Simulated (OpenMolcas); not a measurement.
# One shape, several levels: CH4BFO2 (SMILES COB(O)F)

Wanted: a comparison of 6 runs (HF/3-21G, HF/def2-SVP, PBE0/def2-SVP, SVWN5/def2-SVP, MP2/def2-SVP, CCSD(T)/def2-SVP) of CH4BFO2. 

Program for the calculation: OpenMolcas 26.06.

1 further run of the same task is left out (set aside as unsound or not needed).

### 1 The structure to begin with

The species is CH4BFO2 (9 atoms), meant as a singlet with charge 0. As SMILES, `COB(O)F`. The coordinates come from a PBE0-D4/def2-TZVP relaxation. This is one conformer, not always the lowest.

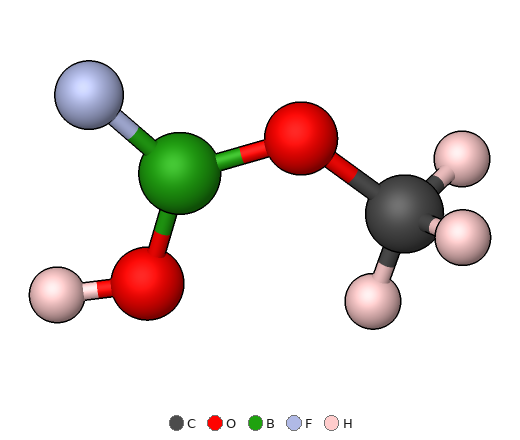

Viewed from a chosen angle; carbon dark grey, oxygen red, boron green, fluorine light blue, hydrogen pink.

### 2 Energy and gradient at HF/3-21G (run 1)

Input file job.inp:

```
* CH4BFO2 Hartree-Fock
>>> EXPORT MOLCAS_PRINT=2

&GATEWAY
  BasLib=$CurrDir
  Coord
  9
  angstrom
  C       -0.649300       0.491300      -1.085900
  O       -0.487000       0.689600       0.304600
  B        0.320400      -0.085100       1.049500
  O        1.040400      -1.114300       0.524700
  F        0.401500       0.187700       2.355300
  H       -1.701500       0.285200      -1.291400
  H       -0.040700      -0.337700      -1.451200
  H       -0.363100       1.407000      -1.606600
  H        1.567700      -1.570100       1.184000
  Basis=3-21G
  Group=NoSym

&SEWARD

&SCF
  Thresholds=1e-10 1e-07 1e-07 1e-05
  PrOrbitals=1 2

&ALASKA
```

The basis set 3-21G is read from a file made from the Basis Set Exchange's data (not shown).

Launch:

```console
$ export MOLCAS_MEM=1860
$ pymolcas job.inp > job.log
```

Log:

```text
--- Start Module: gateway ---
[...]
--- Stop Module: gateway /rc=_RC_ALL_IS_WELL_ ---
[...]
      Basis functions           53
[...]
--- Start Module: scf ---
[...]
       Convergence after  12 Iterations
[...]
::    Total SCF energy                               -312.5037350574
[...]
      Total spin, S                                     0.0000000000
[...]
      Total electronic charge=   40.000000
      Total            charge=   -0.000000
[...]
      Dipole Moment (debye):
      Origin of the operator (angstrom)=    0.1496    0.0194    0.6837
                   X=  9.2093E-01               Y= -1.5227E+00               Z= -1.4029E+00           Total=  2.2660E+00
      Quadrupole Moment (debye*angstrom):
[...]
--- Stop Module: scf /rc=_RC_ALL_IS_WELL_ ---
--- Start Module: alaska ---
[...]
 *              Molecular gradients               *
 **************************************************
  Irreducible representation: a
 ------------------------------------------------------------------------------------------
                              X                       Y                       Z
 ------------------------------------------------------------------------------------------
  C1                7.95375729394743E-03   -5.50229125558244E-04    3.20638488557687E-02
  O2                1.81372439309868E-03   -4.11259897584593E-03   -6.51439858303426E-03
  B3                8.01046216744616E-03   -9.76572128981812E-03   -9.68321604738476E-06
  O4               -5.12222003933704E-03    5.21560058698434E-03   -3.61561855908565E-03
  F5               -4.39354766419564E-03    4.43141773735167E-04   -1.72917044233500E-02
  H6               -7.49054512030733E-03   -1.42511367312403E-03   -8.70694957070928E-04
  H7                4.47801947066750E-03   -6.18232001580354E-03   -3.05822973103043E-03
  H8                2.16205876179409E-03    6.62734019720679E-03   -3.14036545504370E-03
[...]
--- Stop Module: alaska /rc=_RC_ALL_IS_WELL_ ---
[...]
```

Wall time 2.7 s (1 thread of Arm Neoverse V1, shared host); peak memory 0.38 GiB.

### 3 Energy and gradient at HF/def2-SVP (run 2)

Input file test.input:

```
* CH4BFO2 Hartree-Fock

&GATEWAY
  BasLib = $CurrDir
  Coord
  9
  bohr
  C     -1.22699917     0.92842245    -2.05205360
  O     -0.92029662     1.30315514     0.57561058
  B      0.60546825    -0.16081569     1.98326757
  O      1.96607106    -2.10572182     0.99153930
  F      0.75872504     0.35470159     4.45087194
  H     -3.21536900     0.53894989    -2.44039232
  H     -0.07691185    -0.63816051    -2.74237055
  H     -0.68615956     2.65884466    -3.03603399
  H      2.96252365    -2.96705899     2.23743573
  Basis = def2-SVP
  Group = NoSym

&SEWARD

&SCF
  Thresholds = 1e-10 1e-07 1e-07 1e-05
  PrOrbitals = 1

&ALASKA
```

The basis set def2-SVP is read from a file made from the Basis Set Exchange's data (not shown).

Launch:

```console
$ export MOLCAS_MEM=1860
$ pymolcas test.input > test.log
```

Log:

```text
--- Start Module: gateway ---
[...]
--- Stop Module: gateway /rc=_RC_ALL_IS_WELL_ ---
[...]
      Basis functions           90
[...]
--- Start Module: scf ---
[...]
       Convergence after  13 Iterations
[...]
::    Total SCF energy                               -313.9737303807
[...]
      Total spin, S                                     0.0000000000
[...]
      Total electronic charge=   40.000000
      Total            charge=   -0.000000
[...]
      Dipole Moment (debye):
      Origin of the operator (angstrom)=    0.1496    0.0194    0.6837
                   X=  7.5913E-01               Y= -1.3145E+00               Z= -1.3627E+00           Total=  2.0399E+00
      Quadrupole Moment (debye*angstrom):
[...]
--- Stop Module: scf /rc=_RC_ALL_IS_WELL_ ---
[...]
--- Start Module: alaska ---
[...]
 *              Molecular gradients               *
 **************************************************
  Irreducible representation: a
 ------------------------------------------------------------------------------------------
                              X                       Y                       Z
 ------------------------------------------------------------------------------------------
  C1                8.65811396445260E-04   -2.57859437912888E-03   -5.52375323598042E-03
  O2               -7.75723871887202E-03    1.08222054304932E-02    4.76791688600794E-03
  B3                2.13725625018002E-03   -2.59511594335182E-03    7.18286511147692E-05
  O4               -3.17260333983871E-03   -1.81974379568572E-03   -1.99757321655163E-02
  F5               -9.94602718860316E-04    4.28450703379868E-03    1.07711949821052E-02
  H6               -2.00027853314566E-03   -4.20096130201109E-04   -1.21363206713410E-04
  H7                1.73711067554372E-03   -2.43512897076315E-03   -1.21985839767191E-03
  H8                6.40662742004250E-04    1.75989439761848E-03   -7.20574687722575E-04
[...]
--- Stop Module: alaska /rc=_RC_ALL_IS_WELL_ ---
[...]
```

Wall time 8.7 s (1 thread of Arm Neoverse V1, shared host); peak memory 0.49 GiB.

### 4 Energy and forces at PBE0/def2-SVP (run 3)

Input file test.input:

```
>>> EXPORT MOLCAS_PRINT=2

&GATEWAY
 BASLIB
 $CurrDir
 COORD
 9
 angstrom
 C       -0.649300       0.491300      -1.085900
 O       -0.487000       0.689600       0.304600
 B        0.320400      -0.085100       1.049500
 O        1.040400      -1.114300       0.524700
 F        0.401500       0.187700       2.355300
 H       -1.701500       0.285200      -1.291400
 H       -0.040700      -0.337700      -1.451200
 H       -0.363100       1.407000      -1.606600
 H        1.567700      -1.570100       1.184000
 BASIS
 def2-SVP
 GROUP
 NoSym

&SEWARD
 GRIDINPUT
 Grid=UltraFine
 End of Grid

&SCF
 KSDFT
 PBE0
 THRESHOLDS
 1e-10 1e-07 1e-07 1e-05
 PRORBITALS
 1 1

&ALASKA
```

The basis set def2-SVP is read from a file made from the Basis Set Exchange's data (not shown).

Launch:

```console
$ export MOLCAS_MEM=1860
$ pymolcas test.input > test.log
```

Log:

```text
--- Start Module: gateway ---
[...]
--- Stop Module: gateway /rc=_RC_ALL_IS_WELL_ ---
[...]
      Basis functions           90
[...]
--- Start Module: scf ---
[...]
       Convergence after  15 Iterations
[...]
::    Total KS-DFT energy                            -315.2387944937
[...]
      Total spin, S                                     0.0000000000
[...]
      Total electronic charge=   40.000000
      Total            charge=   -0.000000
[...]
      Dipole Moment (debye):
      Origin of the operator (angstrom)=    0.1496    0.0194    0.6837
                   X=  7.1467E-01               Y= -1.2180E+00               Z= -1.2121E+00           Total=  1.8611E+00
      Quadrupole Moment (debye*angstrom):
[...]
--- Stop Module: scf /rc=_RC_ALL_IS_WELL_ ---
[...]
--- Start Module: alaska ---
[...]
 *              Molecular gradients               *
 **************************************************
  Irreducible representation: a
 ------------------------------------------------------------------------------------------
                              X                       Y                       Z
 ------------------------------------------------------------------------------------------
  C1               -1.39133033267980E-03   -1.64282132823645E-03   -1.18645512701345E-02
  O2               -3.70594438450667E-04    1.61016427068539E-03    4.06635685805135E-03
  B3               -1.11945430370630E-03    1.37072586943410E-03    1.96703623656092E-05
  O4                2.91017382465419E-03   -3.16511646387063E-03    1.35144330580061E-03
  F5               -2.06781636740816E-04    3.68474956323972E-04    4.03721604143925E-04
  H6                5.66647209160909E-03    1.01025595956084E-03    2.09152407693902E-03
  H7               -3.21126569694208E-03    4.44979494082398E-03    2.16388876466800E-03
  H8               -1.18920844140469E-03   -4.76829454723893E-03    3.72622676693091E-03
[...]
--- Stop Module: alaska /rc=_RC_ALL_IS_WELL_ ---
[...]
```

It took 38 s on 1 thread of Arm Neoverse V1, shared host; peak memory 0.49 GiB.

Runs 4 to 5 aren't shown in full; the table further down has their settings and results.

### 5 The energy at CCSD(T)/def2-SVP (run 6)

Input file geom.xyz:

```xyz
9

C     -0.649300     0.491300    -1.085900
O     -0.487000     0.689600     0.304600
B      0.320400    -0.085100     1.049500
O      1.040400    -1.114300     0.524700
F      0.401500     0.187700     2.355300
H     -1.701500     0.285200    -1.291400
H     -0.040700    -0.337700    -1.451200
H     -0.363100     1.407000    -1.606600
H      1.567700    -1.570100     1.184000
```

Input file job.inp:

```
&GATEWAY
BasLib=$CurrDir
Coord=geom.xyz
Basis=def2-SVP
Group=NoSym
&SEWARD
&SCF
Thresholds=1e-10 1e-07 1e-07 1e-05
PrOrbitals=1 1
&RASSCF
FileOrb=$Project.ScfOrb
Spin=1
Nactel=0 0 0
Inactive=20
Ras2=0
OutOrbitals=Canonical
OrbListing=Nothing
&MOTRA
JobIph
Frozen=5
&CCSDT
CCT
Triples=2
Iterations=80
Accuracy=1e-08
Extrapolation=5 4
```

The basis set def2-SVP is read from a file made from the Basis Set Exchange's data (not shown).

Launch:

```console
$ export MOLCAS_MEM=1860
$ pymolcas job.inp > job.log
```

Log:

```text
--- Start Module: gateway ---
[...]
--- Stop Module: gateway /rc=_RC_ALL_IS_WELL_ ---
[...]
      Basis functions           90
[...]
       Convergence after  13 Iterations
[...]
::    Total SCF energy                               -313.9737303805
[...]
      Total spin, S                                     0.0000000000
[...]
      Number of active orbitals                  0
[...]
      Spin quantum number                      0.0
[...]
      Active orbitals                            0
[...]
      Number of CSFs                             1
[...]
      Number of root(s) required                 1
[...]
      Convergence after  4 iterations
[...]
      Natural orbitals and occupation numbers for root  1
      ************************************************************************************************************************
      *                                                    Final results                                                     *
      ************************************************************************************************************************
[...]
::    RASSCF root number  1 Total energy:   -313.97373038
[...]
      Total electronic charge=   40.000000
      Total            charge=   -0.000000
[...]
      Dipole Moment (debye):
      Origin of the operator (angstrom)=    0.1496    0.0194    0.6837
                   X=  7.5913E-01               Y= -1.3145E+00               Z= -1.3627E+00           Total=  2.0399E+00
      Quadrupole Moment (debye*angstrom):
[...]
--- Start Module: motra ---
[...]
      *** WARNING: Default frozen orbitals is overwritten by user input.
      *** Default values:   5
[...]
--- Stop Module: motra /rc=_RC_ALL_IS_WELL_ ---
[...]
--- Start Module: ccsdt ---
[...]
      Convergence after                    17  Iterations
      Total energy (diff) :    -314.77528630      -0.00000000
[...]
 METHOD                       : CCSD+T(CCSD)+<T3(1)WT1> = CCSD(T)
[...]
       CCSD     =      -314.7752863009654
[...]
--- Stop Module: ccsdt /rc=_RC_ALL_IS_WELL_ ---
[...]
```

Wall time 2.1 min (1 thread of Arm Neoverse V1, shared host); peak memory 0.49 GiB.

### 6 All runs side by side

| run | level | integration grid | task | energy (Eh) | dipole moment (D) of the reference | HOMO energy (eV) | LUMO energy (eV) | wall time |
| --- | --- | --- | --- | --- | --- | --- | --- | --- |
| 1 | HF/3-21G | – | gradient | -312.503735 | 2.27 | -12.49 | 6.74 | 2.7 s |
| 2 | HF/def2-SVP | – | gradient | -313.973730 | 2.04 | -12.81 | 4.68 | 8.7 s |
| 3 | PBE0/def2-SVP | UltraFine | gradient | -315.238794 | 1.86 | -8.62 | 1.59 | 38 s |
| 4 | SVWN5/def2-SVP | UltraFine | gradient | -313.225317 | 1.82 | -7.05 | 0.50 | 31 s |
| 5 | MP2/def2-SVP | – | energy | -314.745505 | 2.04 | -12.81 | 4.68 | 7.2 s |
| 6 | CCSD(T)/def2-SVP | – | energy | -314.792731 | 2.04 | -12.81 | 4.68 | 2.1 min |

### 7 What came out

```
                                          quantity          value
                               run 6: total energy  -314.79273 Eh
         run 6: dipole moment (mean-field density)         2.04 D
        run 6: HOMO energy (Hartree–Fock orbitals)      -12.81 eV
        run 6: LUMO energy (Hartree–Fock orbitals)        4.68 eV
      run 6: HOMO–LUMO gap (Hartree–Fock orbitals)       17.49 eV
run 6: correlation energy (5 core orbitals frozen)     -819.0 mEh
                             run 6: (T) correction     -17.44 mEh
```

In words: Below the HF energy at the same shape and in the same basis (def2-SVP): MP2 -771.8 mEh; CCSD(T) -819.0 mEh. Over runs 1, 2, 3, 4 the dipole moment (its size) runs from 1.82 D (SVWN5/def2-SVP) to 2.27 D (HF/3-21G). The two ends differ in method and basis. Over runs 1, 2, 3, 4 the HOMO–LUMO gap runs from 7.55 eV (SVWN5/def2-SVP) to 19.23 eV (HF/3-21G). Totals of different functionals can't be ranked against each other. All runs together took 3.5 min, the longest 2.1 min.
